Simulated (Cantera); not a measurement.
A closed system holds: 1 mol CuO, 0.57 mol CH4, 0.019 mol CO, held at 32.3 Torr.

These are equilibrium values from Cantera (NASA tables, ideal gas, pure condensed phases), not measurements of a reactor. Candidate condensed phases: C, C6H6, C7H8, C8H18, Cu, CuO, Cu(OH)2, Cu2O, H2O; 113 gas species. Kinetics and transport are ignored.

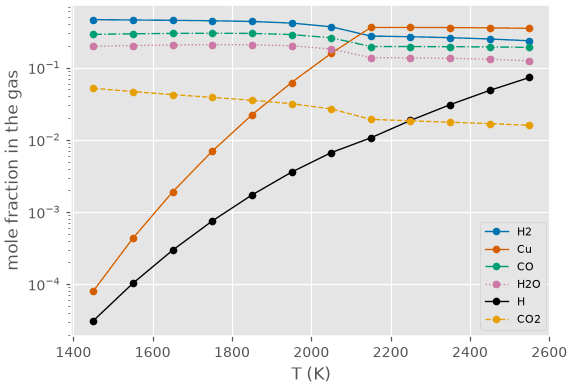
*Equilibrium gas composition (values under 1e-9 drawn at 1e-9)*

From 1450 K to 2050 K the condensed part is Cu(l). From 2150 K to 2550 K nothing is condensed. The main Cu-bearing gas is Cu throughout.
